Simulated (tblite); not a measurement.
# C₇H₁₄BNO: geometry relaxation (part 1 of 3)

The run: geometry relaxation of C₇H₁₄BNO. Method and program: GFN2-xTB geometry optimisation, gas phase (tblite 0.8.0).

It belongs to a series of runs on one base structure; here: H on N replaced by cBu.

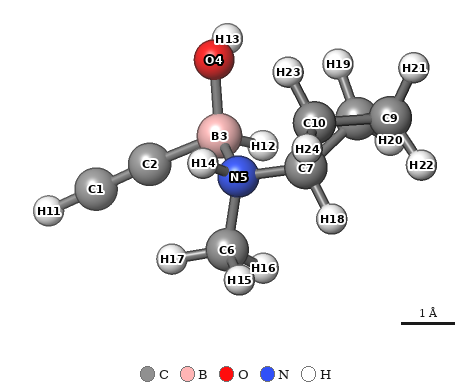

The input geometry (ball-and-stick view, seen at a tilt; atoms are numbered from 1 in the order of the input).

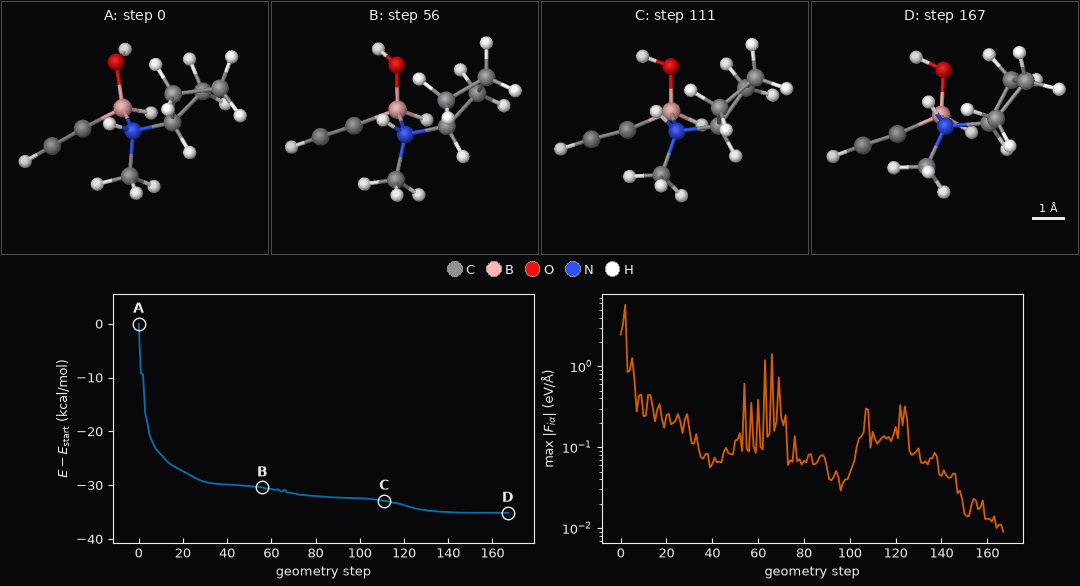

Frames of the relaxation (ball-and-stick view, seen at a tilt) above the curves, on which the letters mark them (steps are counted from 0).

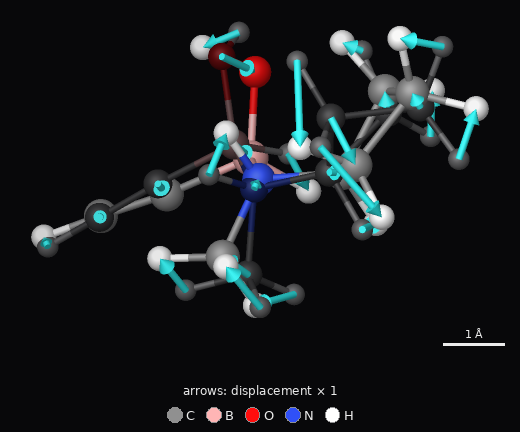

Start (faint) and end (solid) with the displacements as teal arrows, at true length (ball-and-stick view, seen at a tilt). The two geometries are laid on each other by the best rigid fit. The atom that moves furthest after the best rigid fit is H23 (1.62 Å). Largest moves by element: H 1.62 Å, O 0.98 Å, C 0.88 Å, B 0.69 Å, N 0.20 Å. Distances before and after: B3–N5 1.492 → 1.794 Å, B3–O4 1.468 → 1.420 Å, N5–C7 1.410 → 1.456 Å, C7–C8 1.491 → 1.536 Å. Among the angles that change: O4–B3–N5 116.6° → 104.1°, C9–C8–H19 105.1° → 114.0°, C2–B3–H12 107.4° → 116.2°. The energy falls by 35.1 kcal/mol in 167 geometry steps. Largest force component: 2.5 eV/Å at the start, 0.009 eV/Å at the end. (Atoms are counted from 1 in the order of the input.)

The input and output of the run follow.

Input file
```
{"job": {"kind": "relax", "xc": "GFN2-xTB", "basis": "xTB"}, "charge": 0, "multiplicity": 1}
C     -3.741500    -1.038000     0.548700
C     -2.705100    -0.729200    -0.002100
B     -1.351500    -0.378500    -0.668300
O     -1.580400     0.581600    -1.755400
N     -0.390800     0.033600     0.396700
C     -0.506200    -0.903400     1.491800
C      0.967100     0.173000     0.043900
C      1.440900    -0.073900    -1.347600
C      2.600900     0.828800    -0.961600
C      1.527300     1.565400    -0.157500
H     -4.659700    -1.308000     1.033400
H     -0.939100    -1.369800    -1.177600
H     -1.775300     0.073800    -2.555300
H     -0.710600     0.957000     0.763300
H      0.191400    -0.554500     2.311200
H     -0.181200    -1.913900     1.184300
H     -1.544700    -0.914200     1.883900
H      1.626200    -0.373500     0.761600
H      0.893500     0.481400    -2.151100
H      1.719500    -1.109800    -1.587800
H      2.992900     1.458200    -1.772800
H      3.348600     0.311600    -0.333100
H      0.879500     2.142700    -0.839500
H      1.886500     2.079400     0.731900
```

The first line tells a small driver script what to run in tblite; the rest is the geometry in Å.

Launch command:
```bash
OMP_NUM_THREADS=1 python <driver script> task.json out
```

The program's output
```
step      E/eV     max force
  0    -822.94779    3.395
  1    -823.34613    3.803
  2    -823.35758    6.758
  3    -823.67226    0.903
  4    -823.75232    0.999
  5    -823.84596    1.438
  6    -823.89219    0.765
  7    -823.92972    0.376
  8    -823.96028    0.559
  9    -823.98211    0.570
 10    -823.99947    0.318
 11    -824.01792    0.292
 12    -824.03897    0.515
 13    -824.05968    0.518
 14    -824.07525    0.332
 15    -824.08645    0.286
 16    -824.09663    0.341
 17    -824.10638    0.397
 18    -824.11567    0.264
 19    -824.12517    0.246
 20    -824.13515    0.257
 21    -824.14542    0.286
 22    -824.15542    0.235
 23    -824.16498    0.236
 24    -824.17473    0.249
 25    -824.18464    0.315
 26    -824.19393    0.240
 27    -824.20253    0.171
 28    -824.21007    0.253
 29    -824.21671    0.267
 30    -824.22199    0.192
 31    -824.22695    0.153
 32    -824.22997    0.122
 33    -824.23305    0.149
 34    -824.23518    0.102
 35    -824.23705    0.080
 36    -824.23862    0.076
 37    -824.23994    0.087
 38    -824.24093    0.084
 39    -824.24176    0.061
 40    -824.24256    0.070
 41    -824.24351    0.088
 42    -824.24460    0.083
 43    -824.24588    0.072
 44    -824.24715    0.076
 45    -824.24866    0.105
 46    -824.25000    0.110
 47    -824.25148    0.092
 48    -824.25254    0.126
 49    -824.25391    0.091
 50    -824.25532    0.140
 51    -824.25741    0.150
 52    -824.25944    0.203
 53    -824.26166    0.107
 54    -824.26025    0.661
 55    -824.26512    0.113
 56    -824.26679    0.103
 57    -824.27162    0.384
 58    -824.27395    0.131
 59    -824.27721    0.122
 60    -824.28081    0.411
 61    -824.28345    0.119
 62    -824.28586    0.105
 63    -824.28077    1.294
 64    -824.29545    0.153
 65    -824.29934    0.176
 66    -824.28370    1.520
 67    -824.30560    0.198
 68    -824.30844    0.238
 69    -824.31080    0.804
 70    -824.31548    0.262
 71    -824.31766    0.210
 72    -824.32331    0.275
 73    -824.32505    0.082
 74    -824.32627    0.093
 75    -824.32808    0.072
 76    -824.33010    0.166
 77    -824.33181    0.081
 78    -824.33343    0.082
 79    -824.33452    0.066
 80    -824.33571    0.070
 81    -824.33714    0.068
 82    -824.33872    0.089
 83    -824.34057    0.097
 84    -824.34239    0.082
 85    -824.34369    0.066
 86    -824.34458    0.081
 87    -824.34546    0.091
 88    -824.34645    0.089
 89    -824.34748    0.092
 90    -824.34846    0.062
 91    -824.34927    0.044
 92    -824.34975    0.047
 93    -824.35045    0.059
 94    -824.35096    0.058
 95    -824.35130    0.046
 96    -824.35156    0.040
 97    -824.35186    0.040
 98    -824.35223    0.049
 99    -824.35272    0.059
100    -824.35331    0.056
101    -824.35399    0.066
102    -824.35484    0.099
103    -824.35594    0.132
104    -824.35727    0.158
105    -824.35893    0.160
106    -824.36119    0.158
107    -824.36374    0.317
108    -824.36579    0.375
109    -824.36870    0.119
110    -824.37168    0.169
111    -824.37386    0.137
112    -824.37693    0.138
113    -824.38124    0.156
114    -824.38500    0.153
115    -824.38899    0.153
116    -824.39203    0.161
117    -824.39495    0.171
118    -824.39914    0.124
119    -824.40247    0.160
120    -824.40896    0.225
121    -824.41549    0.149
122    -824.42116    0.346
123    -824.42569    0.190
124    -824.42764    0.341
125    -824.43567    0.236
126    -824.43946    0.105
127    -824.44287    0.101
128    -824.44601    0.113
129    -824.44832    0.104
130    -824.45094    0.109
131    -824.45324    0.076
132    -824.45506    0.074
133    -824.45682    0.088
134    -824.45883    0.088
135    -824.46052    0.084
136    -824.46145    0.089
137    -824.46240    0.103
138    -824.46353    0.095
139    -824.46490    0.069
140    -824.46611    0.065
141    -824.46698    0.065
142    -824.46767    0.052
143    -824.46838    0.046
144    -824.46902    0.047
145    -824.46947    0.047
146    -824.46976    0.048
147    -824.47000    0.030
148    -824.47023    0.034
149    -824.47040    0.025
150    -824.47049    0.017
151    -824.47055    0.017
152    -824.47060    0.017
153    -824.47065    0.020
154    -824.47069    0.025
155    -824.47073    0.024
156    -824.47077    0.018
157    -824.47083    0.021
158    -824.47090    0.025
159    -824.47096    0.014
160    -824.47100    0.016
161    -824.47102    0.016
162    -824.47106    0.016
163    -824.47110    0.020
164    -824.47114    0.012
165    -824.47116    0.013
166    -824.47118    0.013
167    -824.47119    0.010
```

Trajectory as extended XYZ (Å, eV, eV/Å), 20 of the 168 frames kept, from step=0 to step=167
```
24
Properties=species:S:1:pos:R:3:forces:R:3 step=0 energy=-822.94779
C    -3.7415   -1.0380    0.5487    0.3950   0.1700  -0.2710
C    -2.7051   -0.7292   -0.0021   -1.8530  -0.3770   1.1730
B    -1.3515   -0.3785   -0.6683   -1.8180  -1.4610  -2.4670
O    -1.5804    0.5816   -1.7554    0.3440   0.6150  -0.6150
N    -0.3908    0.0336    0.3967   -0.7040   1.4070   2.2830
C    -0.5062   -0.9034    1.4918    0.4490  -0.0910   1.8710
C     0.9671    0.1730    0.0439    0.6750   0.4590   0.1510
C     1.4409   -0.0739   -1.3476    1.1270  -1.3200  -1.5890
C     2.6009    0.8288   -0.9616    0.3760   1.2380  -1.0640
C     1.5273    1.5654   -0.1575    0.7530   0.3000   0.9810
H    -4.6597   -1.3080    1.0334    0.5480   0.1690  -0.3820
H    -0.9391   -1.3698   -1.1776    0.4180  -0.7170   0.0080
H    -1.7753    0.0738   -2.5553    0.0580   0.5010   0.5820
H    -0.7106    0.9570    0.7633    0.0760  -0.6300  -0.3540
H     0.1914   -0.5545    2.3112   -0.6930  -0.4720  -0.4720
H    -0.1812   -1.9139    1.1843   -0.4010   0.5190   0.0280
H    -1.5447   -0.9142    1.8839    0.7040  -0.2170  -0.3010
H     1.6262   -0.3735    0.7616   -0.4670   0.2320  -0.4440
H     0.8935    0.4814   -2.1511    0.0110  -1.1180   0.7950
H     1.7195   -1.1098   -1.5878   -0.4170   0.2750  -0.3720
H     2.9929    1.4582   -1.7728    0.5360  -0.5350   0.3180
H     3.3486    0.3116   -0.3331   -0.2080   0.5870  -0.5400
H     0.8795    2.1427   -0.8395    0.4020   0.0000   0.7070
H     1.8865    2.0794    0.7319   -0.3120   0.4650  -0.0250
24
Properties=species:S:1:pos:R:3:forces:R:3 step=9 energy=-823.98211
C    -3.8225   -1.0488    0.5595    0.4490   0.1300  -0.3270
C    -2.8089   -0.7587   -0.0274   -0.2590  -0.1980   0.2280
B    -1.4417   -0.4895   -0.7638   -0.2640  -0.0410  -0.1080
O    -1.5046    0.5836   -1.7511    0.1250   0.0900   0.0590
N    -0.4139    0.0436    0.4428    0.0590  -0.1130   0.0190
C    -0.4997   -0.8806    1.5743   -0.0480  -0.1440  -0.0630
C     0.9932    0.1983    0.0405   -0.0640  -0.0660  -0.0150
C     1.5110   -0.1063   -1.3754    0.0930   0.1030   0.0990
C     2.6320    0.9022   -1.0411   -0.0550   0.0130   0.0670
C     1.6010    1.5912   -0.1208    0.0240  -0.0010  -0.0790
H    -4.7112   -1.3089    1.0578   -0.0810   0.0390   0.0040
H    -0.9336   -1.4933   -1.1893   -0.0730  -0.1060   0.0710
H    -1.7853    0.2221   -2.5898    0.0150   0.0920   0.1260
H    -0.7773    0.9523    0.7224   -0.0500   0.0080  -0.1500
H     0.1589   -0.6025    2.3968    0.0300   0.1350   0.0110
H    -0.2180   -1.8640    1.2043    0.0360  -0.0910   0.0670
H    -1.5213   -0.9536    1.9331   -0.0910   0.1040  -0.0120
H     1.5954   -0.3845    0.7436    0.0580   0.0570   0.0190
H     0.8275    0.2942   -2.1178    0.0050   0.0790  -0.0010
H     1.7444   -1.1333   -1.6443    0.1980   0.0140   0.1930
H     3.1188    1.4647   -1.8355   -0.2950   0.0390  -0.0280
H     3.4099    0.4269   -0.4342   -0.0670   0.0510  -0.1440
H     0.9308    2.2160   -0.7113    0.0340   0.0010   0.0050
H     1.9032    2.1486    0.7676    0.2220  -0.1950  -0.0430
24
Properties=species:S:1:pos:R:3:forces:R:3 step=18 energy=-824.11567
C    -3.8613   -1.0503    0.5192    0.2220   0.0890  -0.1110
C    -2.8327   -0.7935   -0.0530   -0.0240  -0.0480   0.1170
B    -1.4483   -0.5565   -0.7789   -0.1910   0.0150  -0.0500
O    -1.4282    0.5866   -1.6876    0.0390  -0.0010  -0.0170
N    -0.4090   -0.0181    0.4164    0.0730   0.0330   0.0400
C    -0.5144   -0.8785    1.5906   -0.0190  -0.0800   0.0120
C     1.0050    0.1860    0.0505    0.0660  -0.0800   0.0210
C     1.5402   -0.1268   -1.3521    0.0460   0.0450  -0.0120
C     2.6053    0.9449   -1.0916    0.0280   0.0260   0.0530
C     1.6237    1.5854   -0.0972   -0.0010  -0.0030  -0.0460
H    -4.7557   -1.2668    1.0356    0.0210   0.0320  -0.0980
H    -1.0052   -1.5947   -1.2012    0.0470   0.1160  -0.0550
H    -1.7911    0.3722   -2.5419   -0.0530  -0.0640   0.0360
H    -0.8281    0.8887    0.6074    0.0290   0.0520   0.0030
H     0.1302   -0.5499    2.4039    0.0290   0.1190   0.0850
H    -0.2320   -1.8863    1.2983    0.0740  -0.0940  -0.0200
H    -1.5435   -0.9218    1.9291   -0.1170   0.0790   0.0270
H     1.6117   -0.3645    0.7697    0.0440  -0.1270   0.0970
H     0.8379    0.2170   -2.1010   -0.0950  -0.1120  -0.0920
H     1.8739   -1.1403   -1.5559   -0.0540  -0.0080  -0.0060
H     2.9592    1.5444   -1.9280   -0.0910  -0.0450   0.0580
H     3.4491    0.5106   -0.5564    0.1260   0.0940  -0.1110
H     0.9580    2.2650   -0.6228   -0.0940   0.0260   0.0940
H     2.0434    2.0670    0.7877   -0.1040  -0.0630  -0.0240
24
Properties=species:S:1:pos:R:3:forces:R:3 step=26 energy=-824.19393
C    -3.8484   -1.0063    0.4712    0.1810   0.0320  -0.1550
C    -2.7833   -0.8021   -0.0523   -0.2040   0.0120  -0.0510
B    -1.4163   -0.5618   -0.7995   -0.1020  -0.0800   0.1240
O    -1.3945    0.6096   -1.6737   -0.0660  -0.0580  -0.0290
N    -0.3783   -0.0695    0.4096    0.1110   0.1110   0.0580
C    -0.5251   -0.8626    1.6265   -0.0230   0.0040  -0.0150
C     1.0411    0.1213    0.0759    0.1270  -0.0180  -0.0460
C     1.5677   -0.1745   -1.3309    0.1440   0.0450  -0.0830
C     2.5636    0.9845   -1.1414    0.0060   0.0690   0.0020
C     1.6209    1.5374   -0.0519    0.0910   0.0390  -0.0630
H    -4.7792   -1.2027    0.9254    0.0270   0.0280  -0.0040
H    -1.0036   -1.5781   -1.2872    0.0960   0.0030   0.0130
H    -1.8594    0.4156   -2.4832   -0.0130   0.0530   0.0070
H    -0.7846    0.8512    0.5529   -0.0080   0.0940   0.0450
H     0.0794   -0.4616    2.4410    0.0290   0.0160   0.0330
H    -0.2205   -1.8873    1.4126   -0.0230   0.0360   0.0400
H    -1.5707   -0.8640    1.9182   -0.0640  -0.0800   0.0500
H     1.6399   -0.4314    0.8029    0.0030  -0.1060   0.0190
H     0.8304    0.0677   -2.0871   -0.0870   0.0550   0.0200
H     1.9478   -1.1752   -1.5114    0.1280  -0.0180   0.0180
H     2.7556    1.6228   -2.0030   -0.1390  -0.0330   0.0470
H     3.5305    0.6657   -0.7412   -0.2090  -0.0330   0.0270
H     0.9050    2.2428   -0.4713   -0.0340  -0.1050  -0.0300
H     2.0701    1.9784    0.8389    0.0290  -0.0670  -0.0240
24
Properties=species:S:1:pos:R:3:forces:R:3 step=35 energy=-824.23705
C    -3.8560   -0.9768    0.3953   -0.0220  -0.0030   0.0000
C    -2.7761   -0.8112   -0.1060    0.0280  -0.0180   0.0160
B    -1.3918   -0.5761   -0.8056    0.0090  -0.0020   0.0260
O    -1.3788    0.6101   -1.6665    0.0750  -0.0030   0.0030
N    -0.3488   -0.0835    0.4228   -0.0110   0.0080  -0.0390
C    -0.5366   -0.8312    1.6635   -0.0080  -0.0190  -0.0110
C     1.0833    0.0596    0.0978    0.0270   0.0160  -0.0520
C     1.5956   -0.2043   -1.3256    0.0380   0.0020  -0.0690
C     2.5081    1.0231   -1.1908    0.0040   0.0400   0.0040
C     1.6298    1.4890   -0.0204    0.0160   0.0350   0.0120
H    -4.7957   -1.1370    0.8453    0.0130   0.0130  -0.0410
H    -0.9462   -1.5752   -1.3033    0.0170  -0.0010   0.0640
H    -1.9252    0.4743   -2.4361   -0.0110  -0.0080   0.0470
H    -0.7248    0.8568    0.5346   -0.0100  -0.0110   0.0130
H     0.0375   -0.3958    2.4845   -0.0050   0.0170  -0.0080
H    -0.2178   -1.8592    1.5045    0.0300  -0.0390  -0.0020
H    -1.5916   -0.8480    1.9239   -0.0430   0.0340   0.0000
H     1.6641   -0.5267    0.8153   -0.0360   0.0170   0.0040
H     0.8124   -0.0394   -2.0554   -0.0320   0.0100  -0.0260
H     2.0782   -1.1611   -1.4995   -0.0230  -0.0630  -0.0130
H     2.5617    1.6853   -2.0533   -0.0090  -0.0380   0.0700
H     3.5180    0.7679   -0.8700   -0.0470  -0.0120  -0.0380
H     0.8583    2.1741   -0.3658   -0.0180   0.0050   0.0260
H     2.1305    1.9050    0.8520    0.0170   0.0200   0.0170
24
Properties=species:S:1:pos:R:3:forces:R:3 step=44 energy=-824.24715
C    -3.8592   -0.9592    0.3451   -0.0590  -0.0020   0.0130
C    -2.7620   -0.8203   -0.1247    0.0360   0.0500  -0.0120
B    -1.3618   -0.5983   -0.7915    0.0390  -0.0170  -0.0310
O    -1.3100    0.5773   -1.6661   -0.0350  -0.0070  -0.0550
N    -0.3372   -0.0923    0.4262   -0.0300  -0.0110  -0.0030
C    -0.5430   -0.8177    1.6744    0.0000  -0.0050   0.0650
C     1.0947    0.0391    0.0970    0.0190   0.0000  -0.0020
C     1.5962   -0.2134   -1.3341    0.0150   0.0200  -0.0420
C     2.4725    1.0422   -1.2202    0.0080   0.0460   0.0240
C     1.6387    1.4698   -0.0050   -0.0060   0.0300   0.0380
H    -4.8143   -1.0979    0.7677    0.0020  -0.0030  -0.0280
H    -0.9063   -1.6075   -1.2527    0.0130  -0.0500  -0.0100
H    -1.9648    0.5209   -2.3565   -0.0290  -0.0170   0.0190
H    -0.7113    0.8501    0.5235    0.0150   0.0100   0.0090
H     0.0092   -0.3600    2.4958    0.0470   0.0290   0.0520
H    -0.2162   -1.8480    1.5515    0.0150  -0.0320  -0.0360
H    -1.6033   -0.8273    1.9133   -0.0430  -0.0020   0.0040
H     1.6639   -0.5609    0.8098    0.0230  -0.0060   0.0200
H     0.7998   -0.0877   -2.0570   -0.0280   0.0330  -0.0190
H     2.1106   -1.1553   -1.5023   -0.0240  -0.0380  -0.0100
H     2.4656    1.7232   -2.0676   -0.0270  -0.0400   0.0000
H     3.5038    0.8156   -0.9567    0.0030  -0.0160   0.0030
H     0.8491    2.1632   -0.2856    0.0010   0.0300  -0.0470
H     2.1734    1.8639    0.8566    0.0440  -0.0020   0.0470
24
Properties=species:S:1:pos:R:3:forces:R:3 step=53 energy=-824.26166
C    -3.8611   -0.9428    0.2876   -0.0650  -0.0050   0.0080
C    -2.7508   -0.8020   -0.1478    0.0110  -0.0280   0.0110
B    -1.3366   -0.6307   -0.7818    0.0850   0.0230  -0.0330
O    -1.2613    0.4675   -1.7457   -0.0010  -0.0370  -0.0060
N    -0.3331   -0.0721    0.4483   -0.0580  -0.0080  -0.0170
C    -0.5361   -0.8130    1.6896    0.0090  -0.0050   0.0400
C     1.0921    0.0550    0.0952    0.0040  -0.0310  -0.0110
C     1.5589   -0.1863   -1.3501    0.0670   0.0580  -0.0400
C     2.4738    1.0415   -1.2214   -0.0030   0.0480   0.0310
C     1.6571    1.4790    0.0048   -0.0130  -0.0130  -0.0050
H    -4.8278   -1.0832    0.6774   -0.0600   0.0130   0.0100
H    -0.8554   -1.6691   -1.1406   -0.0090  -0.0300  -0.0300
H    -2.0525    0.5119   -2.2735   -0.0810   0.0140   0.0050
H    -0.7029    0.8698    0.5546   -0.0280   0.0230  -0.0050
H     0.0123   -0.3742    2.5242    0.0890   0.0590  -0.0050
H    -0.2053   -1.8388    1.5412   -0.0110  -0.0340   0.0040
H    -1.5954   -0.8295    1.9377   -0.0210  -0.0070  -0.0640
H     1.6708   -0.5646    0.7821    0.0280  -0.0050   0.0580
H     0.7566   -0.0140   -2.0613    0.0280  -0.0020   0.0690
H     2.0375   -1.1421   -1.5514   -0.0290   0.0140   0.0240
H     2.4662    1.7273   -2.0663    0.0770  -0.0360   0.0640
H     3.4997    0.7838   -0.9577   -0.0510   0.0200  -0.0800
H     0.8822    2.1909   -0.2767    0.0160  -0.0130   0.0180
H     2.1993    1.8557    0.8726    0.0180  -0.0180  -0.0460
```
